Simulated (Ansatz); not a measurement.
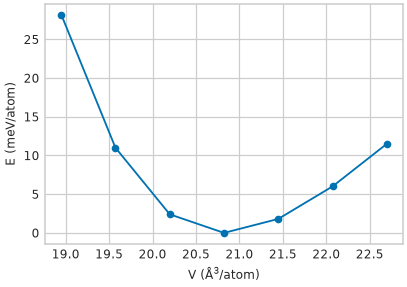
Fig. 1. WSe$_{2}$ in space group P6_3/mmc (No. 194; W on 2c, Se on 4f) under volume change, the program Ansatz at the r²SCAN+D4 level (PAW), shape and atoms relaxed at each volume.

**Question.** What does a third-order Birch–Murnaghan fit give for V₀, B₀ and B′?

**Answer.** V₀ = 20.83 Å³/atom, B₀ = 34.7 GPa, B′ = 13.3.

Symmetry was held in the r²SCAN+D4 relaxation; phonons on a q-mesh show no instability. The run is not spin-polarised. Scalar-relativistic: spin–orbit coupling is off unless named, which matters more the heavier the elements.

Potentials: the later of the program's two PAW sets.
